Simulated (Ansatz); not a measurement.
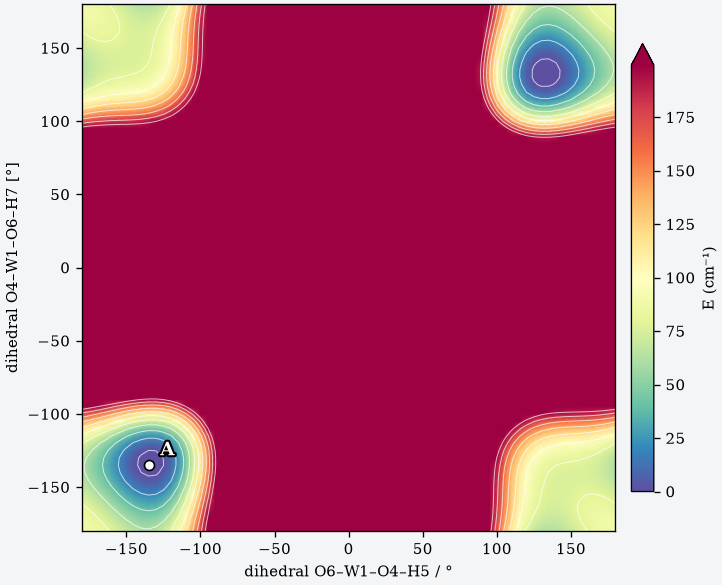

WO2(OH)2 (H₂O₄W). The first coordinate is: dihedral O6–W1–O4–H5; the second: dihedral O4–W1–O6–H7. Nothing is relaxed (all other coordinates rigid). The scan uses an 18 × 18 grid; 171 points were computed and 153 follow by symmetry. Energies are in cm⁻¹, from the lowest grid point. Level of theory: RHF/def2-SVP in Ansatz.

The picture shows a smooth colour map with a few white contour lines, one colour for all values above the top of the scale, the point A. Between grid points the surface is interpolated.

### Find the lowest pass out of the well at A.

The easiest path leads from the well at about dihedral O6–W1–O4–H5 = −135°, dihedral O4–W1–O6–H7 = −135° to a well of about the same depth at about dihedral O6–W1–O4–H5 = 135°, dihedral O4–W1–O6–H7 = 135°. Its highest point lies about 82 cm⁻¹ above the bottom of the first well on the interpolated surface, at about dihedral O6–W1–O4–H5 = −145°, dihedral O4–W1–O6–H7 = 155°. The start is the relaxed structure and all else is held, so a fully relaxed path at this level can only be lower.

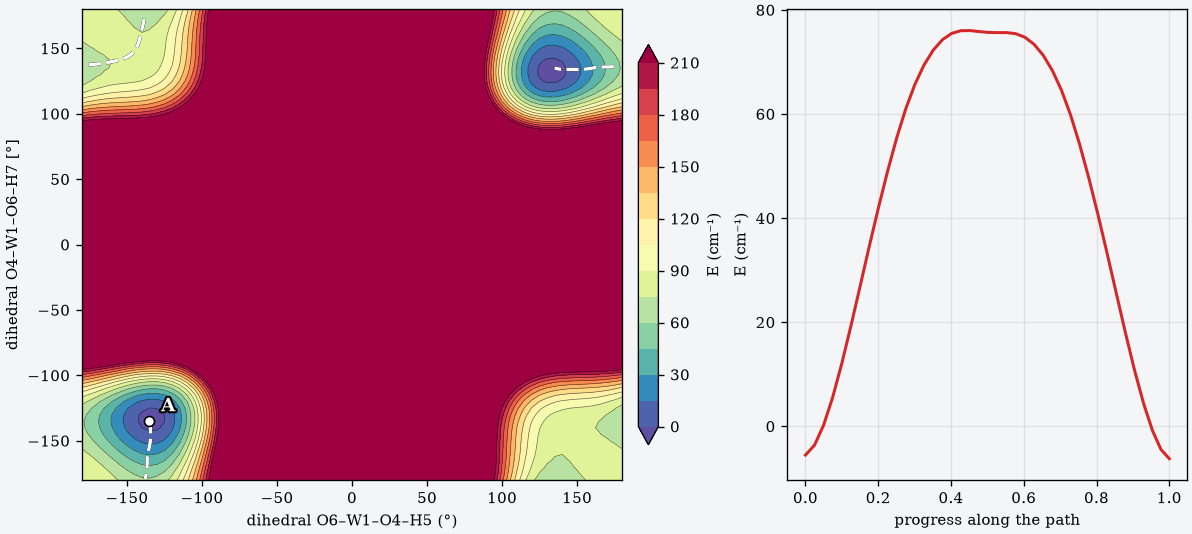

The picture shows filled contours, a line along the lowest path, one colour for all values above the top of the scale, the energy along the path at the right. Between grid points the surface is interpolated.
